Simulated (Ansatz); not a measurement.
# Calculations on C₂H₇ClSi₂

**1. Relaxation**

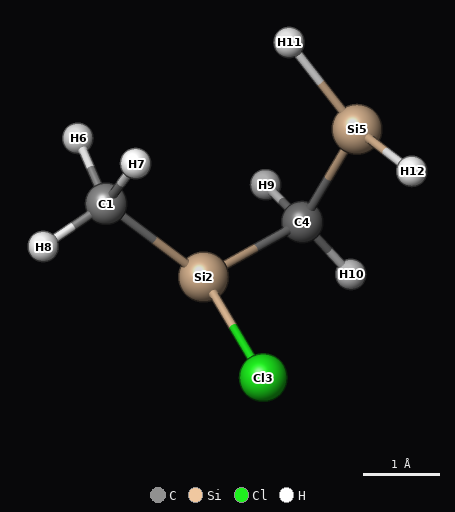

C$_{2}$H$_{7}$ClSi$_{2}$, before the relaxation. The picture is a ball-and-stick view, seen at a tilt.

The run prepares an end point of a later path (torsion) calculation, from a guessed geometry.

Method: RKS PBE0-D4/6-31G* in Ansatz.

Input
```yaml
crystal:
  periodic: [false, false, false]
  atoms:
    - { symbol: C, position_ang: [-1.1506, -0.426, 1.2928] }
    - { symbol: Si, position_ang: [0.3135, -0.9663, 0.3903] }
    - { symbol: Cl, position_ang: [1.9524, -0.6845, 1.5523] }
    - { symbol: C, position_ang: [0.6692, -0.4861, -1.2853] }
    - { symbol: Si, position_ang: [0.5611, 1.2588, -1.2955] }
    - { symbol: H, position_ang: [-2.0818, -0.4197, 0.6347] }
    - { symbol: H, position_ang: [-1.0713, 0.6549, 1.6296] }
    - { symbol: H, position_ang: [-1.3565, -0.9856, 2.1538] }
    - { symbol: H, position_ang: [-0.137, -0.9075, -1.9255] }
    - { symbol: H, position_ang: [1.5341, -0.8948, -1.6572] }
    - { symbol: H, position_ang: [-0.7905, 1.8439, -0.9802] }
    - { symbol: H, position_ang: [1.6343, 1.9577, -0.4758] }
basis:
  gaussian: { orbitals: "6-31G*" }
hamiltonian:
  xc: pbe0
  dispersion: d4
relax:
  f_tol: 0.015
  max_steps: 40
```

Launched with:
```bash
ansatz run input.yaml --threads 2 --pin off --max-ram 3072MiB --backend cpu --events-out ev --progress --plain --runs-dir out
```

Q: Predict the outcome.

A: After 18 geometry steps the energy has fallen by 170.2 kJ/mol. Largest force component: 3.6 eV/Å at the start, 0.0073 eV/Å at the end. The largest move after the best rigid fit is that of H12, 1.11 Å. By element the largest moves are H 1.11 Å, Si 0.87 Å, C 0.21 Å, Cl 0.15 Å. Near-neighbour distances that change, for instance: Si2–H12 3.323 → 1.603 Å, Si5–H12 1.521 → 1.805 Å, Si2–Si5 2.803 → 2.537 Å, C4–Si5 1.748 → 1.979 Å. New bonds form: Si2–H12 (3.32 → 1.60 Å). Among the angles between lasting bonds that change: C4–Si5–H12 114.3° → 83.7°, H11–Si5–H12 110.0° → 82.8°, C4–Si5–H11 116.2° → 92.6°. The run took 29 s on 2 threads of AMD EPYC 9B45 (Zen 5), with other jobs on the host, peak memory 0.26 GiB.

The structure at the end:

```xyz
12

C    -1.0939   -0.2223    1.3136
Si    0.5092   -0.1199    0.3767
Cl    2.0996   -0.7032    1.5562
C     0.6286   -0.5653   -1.3881
Si    0.7613    1.3925   -1.6451
H    -1.9206    0.0769    0.6615
H    -1.0794    0.4355    2.1875
H    -1.2642   -1.2484    1.6556
H    -0.2658   -1.0250   -1.8123
H     1.5322   -1.1002   -1.6832
H    -0.7278    1.6042   -1.3433
H     0.8976    1.4199    0.1549
```

The end point in the same view:

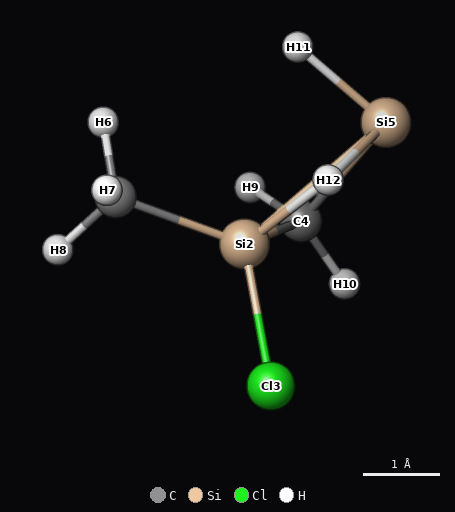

**2. Relaxation**

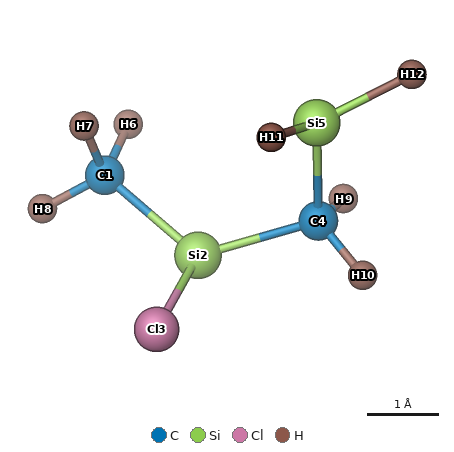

This is the input geometry for a relaxation of C2H7ClSi2. A ball-and-stick model, seen at a tilt.

The run prepares an end point of a later path (torsion) calculation, from a guessed geometry.

Level of theory: Ansatz 0.2.0, RKS PBE0-D4/6-31G*.

The input:
```yaml
crystal:
  periodic: [false, false, false]
  atoms:
    - { symbol: C, position_ang: [-1.1506, -0.426, 1.2928] }
    - { symbol: Si, position_ang: [0.3135, -0.9663, 0.3903] }
    - { symbol: Cl, position_ang: [1.9524, -0.6845, 1.5523] }
    - { symbol: C, position_ang: [0.6692, -0.4861, -1.2853] }
    - { symbol: Si, position_ang: [0.5611, 1.2588, -1.2955] }
    - { symbol: H, position_ang: [-2.0818, -0.4197, 0.6347] }
    - { symbol: H, position_ang: [-1.0713, 0.6549, 1.6296] }
    - { symbol: H, position_ang: [-1.3565, -0.9856, 2.1538] }
    - { symbol: H, position_ang: [-0.137, -0.9075, -1.9255] }
    - { symbol: H, position_ang: [1.5341, -0.8948, -1.6572] }
    - { symbol: H, position_ang: [1.45064, 1.98659, -0.32205] }
    - { symbol: H, position_ang: [0.67844, 1.88562, -2.67588] }
basis:
  gaussian: { orbitals: "6-31G*" }
hamiltonian:
  xc: pbe0
  dispersion: d4
relax:
  f_tol: 0.015
  max_steps: 40
```

Run as
```bash
ansatz run input.yaml --threads 2 --pin off --max-ram 3072MiB --backend cpu --events-out ev --progress --plain --runs-dir out
```

Predict the outcome.

The largest move after the best rigid fit is that of H11, 1.40 Å. By element the largest moves are H 1.40 Å, Si 0.90 Å, Cl 0.30 Å, C 0.16 Å. Near-neighbour distances that change, for instance: Si2–Si5 2.803 → 2.250 Å, C4–Si5 1.748 → 1.930 Å, Si2–C4 1.779 → 1.884 Å, C1–Si2 1.803 → 1.868 Å. New bonds form: Si2–Si5 (2.80 → 2.25 Å). Bond angles that change, for instance: Si2–C4–Si5 105.2° → 72.3°, Si2–C4–H9 107.2° → 117.5°, Si5–C4–H9 109.3° → 117.3°. Groups turn about C4–Si5 by about 60°. After 15 accepted moves (16 points after the start) the energy has fallen by 71.0 kcal/mol. The largest force component goes from 3.3 to 0.0068 eV/Å. The line search rejected the trial step at point 12 of the run.

Final geometry:

```xyz
12

C    -1.2872   -0.3642    1.2442
Si    0.3975   -0.0759    0.4893
Cl    1.8959   -0.5838    1.8307
C     0.7255   -0.6319   -1.2810
Si    0.8889    1.2904   -1.2299
H    -2.0656   -0.1007    0.5200
H    -1.4244    0.2516    2.1379
H    -1.4086   -1.4166    1.5220
H    -0.1139   -1.0489   -1.8428
H     1.6473   -1.1810   -1.4845
H     2.2590    1.8202   -1.4475
H    -0.1521    2.0562   -1.9664
```

The end point in the same view:

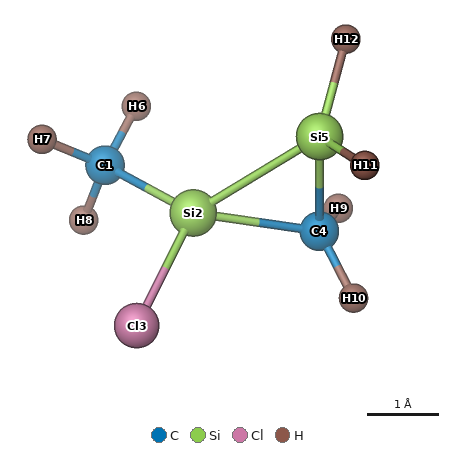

**3. Path**

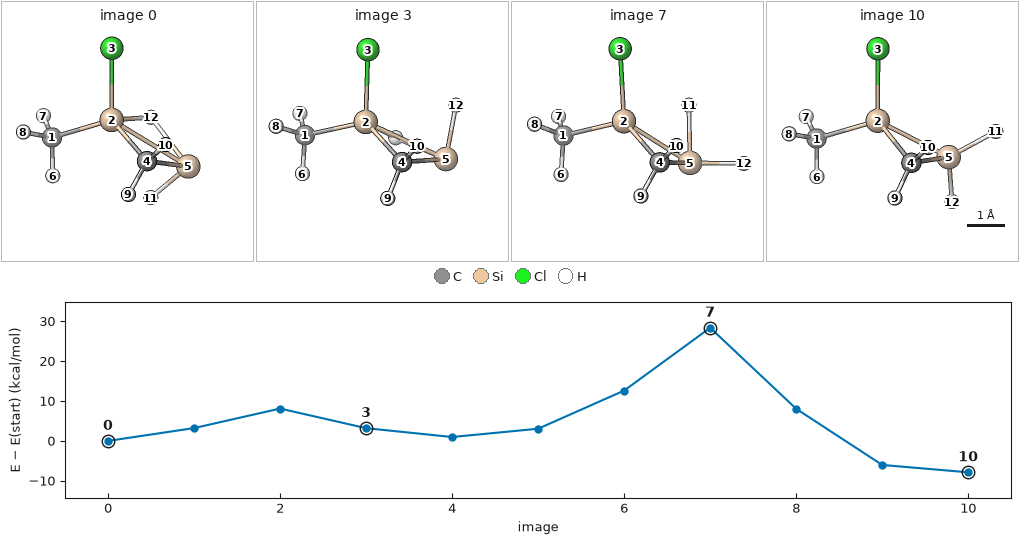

A nudged-elastic-band calculation for C₂H₇ClSi₂. Images are numbered from 0 (start) to 10 (end). A ball-and-stick model, seen at a tilt.

Level of theory: RKS PBE0-D4/6-31G* in Ansatz 0.2.0. Set-up: 9 movable images; climbing image; force threshold 0.03 eV/Å; iteration limit 60; starting path through a guess of the saddle point.

### Read off the barrier and say what moves.

The path has more than one stage, and so few images may leave a stage unresolved. No bond forms or breaks between the ends. Bond angles that change up to the highest image, for instance: Si2–Si5–H12 38.9° → 146.8°, C4–Si5–H12 83.7° → 120.5°. Forward barrier 28.4 kcal/mol, backward barrier 36.2 kcal/mol, with image 7 at the top; the reaction energy is −7.9 kcal/mol. The profile has 2 maxima (images 2, 7) with a dip at image 4 (+1.0 kcal/mol), so the process runs in steps. The band converged in 14 iterations. The largest component of the band force went from 61 to 0.02 eV/Å. The climbing image converged on the top of the path. Its vibrational analysis gives one imaginary mode (617i cm⁻¹), as a transition state must have.

Cost: 3.1 min on 2 threads of AMD EPYC 9B45 (Zen 5), with other jobs on the host, peak memory 0.26 GiB.
